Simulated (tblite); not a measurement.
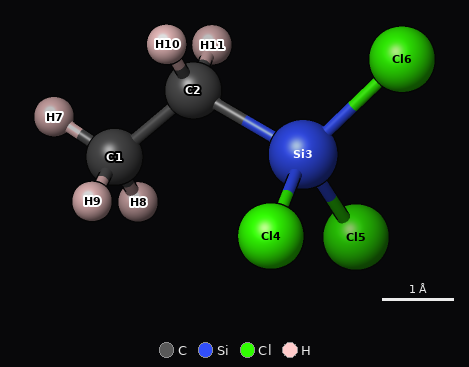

Fig. 1: The structure (ball-and-stick view, seen at a tilt; atoms are numbered from 1 in the order of the input).

Frequency calculation of C₂H₅Cl₃Si

- system: C₂H₅Cl₃Si (ethyltrichlorosilane), SMILES CC[Si](Cl)(Cl)Cl
- method: GFN2-xTB harmonic vibrations, gas phase (tblite 0.8.0)

The input:
```
{"job": {"kind": "ir", "xc": "GFN2-xTB", "basis": "xTB"}, "charge": 0, "multiplicity": 1}
C     -1.321548     0.047817     0.640195
C     -0.394648    -0.383790    -0.497215
Si     1.398743     0.236160    -0.295272
Cl     1.433579     2.256993    -0.237555
Cl     2.193560    -0.475950     1.422688
Cl     2.522804    -0.401846    -1.854629
H     -2.325823    -0.334614     0.474360
H     -0.962953    -0.333494     1.592630
H     -1.375020     1.131423     0.704549
H     -0.802594    -0.020705    -1.442372
H     -0.399352    -1.473625    -0.559978
```

The first line tells a small driver script what to run in tblite; the rest is the geometry in Å.

Hardware: 1 CPU thread, shared host.

Launch command:
```bash
OMP_NUM_THREADS=1 python <driver script> task.json out
```

The program's output:
```
mode    cm-1     km/mol
  1      44.0      0.11
  2      95.0      0.45
  3     117.1      0.24
  4     141.9      8.94
  5     157.2     13.04
  6     178.9     17.25
  7     246.3      3.78
  8     301.4      9.20
  9     408.4     12.24
 10     502.6     55.46
 11     515.4     92.48
 12     704.3     73.83
 13     740.4     73.15
 14     991.0     22.53
 15    1026.1     10.26
 16    1071.4     26.06
 17    1232.0      3.89
 18    1288.9     10.15
 19    1419.5      5.42
 20    1466.3      6.17
 21    1503.4      4.22
 22    1505.4      5.94
 23    2972.3     19.25
 24    2986.9     18.92
 25    3037.3     36.18
 26    3045.1     27.86
 27    3049.3     13.38
ZPE 183.913  H(298)-E 210.055  G(298)-E 92.119 kJ/mol  S 395.56 J/(mol K)
```

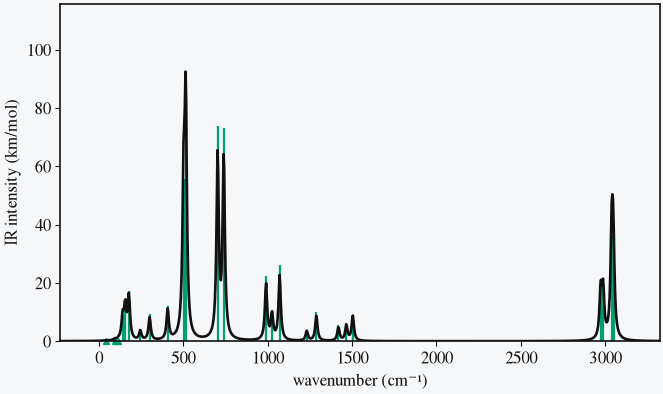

Fig. 2: Harmonic infrared spectrum, unscaled: sticks (degenerate modes added up, dark ones marked on the axis) with a Lorentzian envelope of 16 cm⁻¹ full width, scaled to the tallest stick. 27 modes from 44 to 3049 cm⁻¹, none imaginary. The strongest line is at 515 cm⁻¹ (92 km/mol).

Summary:

- outcome: converged
- total energy: −607.7333 eV
- zero-point energy: 43.9560 kcal/mol
- peak memory: 0.19 GiB
